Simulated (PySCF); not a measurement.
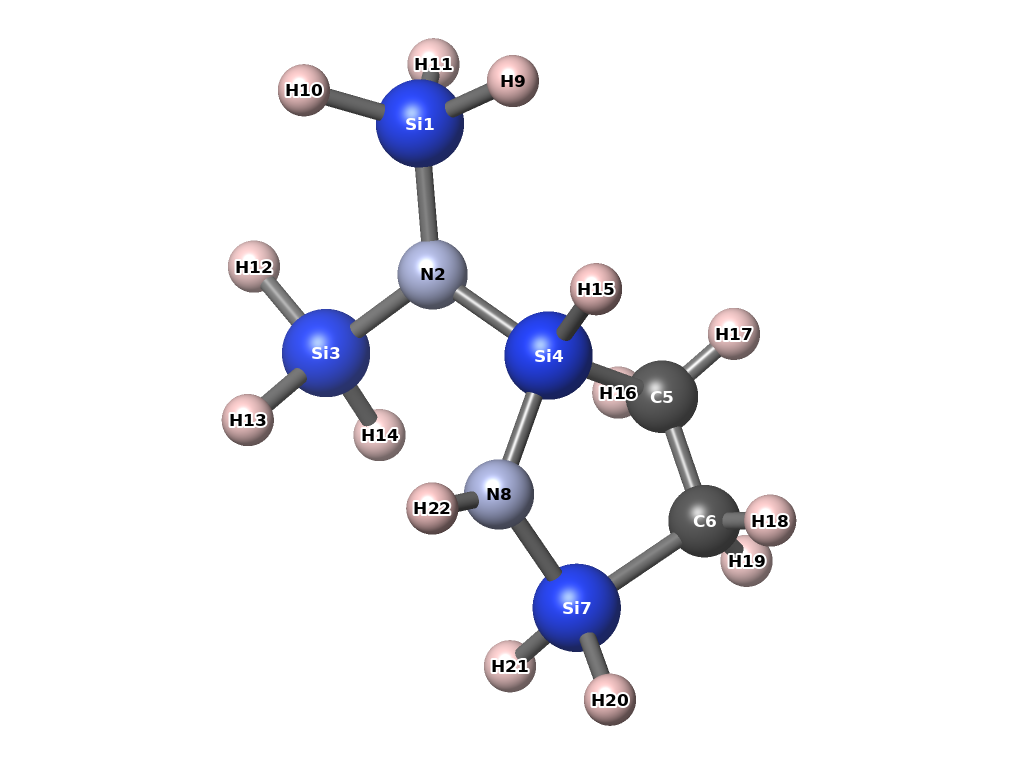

The computed structure is the end point of a PBE0-D3(BJ)/def2-SVP optimisation. No frequency run is at hand to confirm it as a minimum. Properties computed with delta-SCF UKS SCAN, pcX-2 on the ionised atom, pcseg-1 elsewhere, spin-free X2C (PySCF 2.14.0).

Give the core-electron binding energies (to vacuum; p and d levels without spin–orbit splitting) of Si1 1s, Si1 2p, N2 1s, Si4 1s, Si4 2p, C5 1s, C6 1s, Si7 1s, Si7 2p, N8 1s.

```
atom  level  binding energy (eV)
 Si1     1s               1846.8
 Si1     2p                107.1
  N2     1s                403.5
 Si4     1s               1846.7
 Si4     2p                106.9
  C5     1s                290.0
  C6     1s                290.1
 Si7     1s               1846.5
 Si7     2p                106.8
  N8     1s                403.9
```
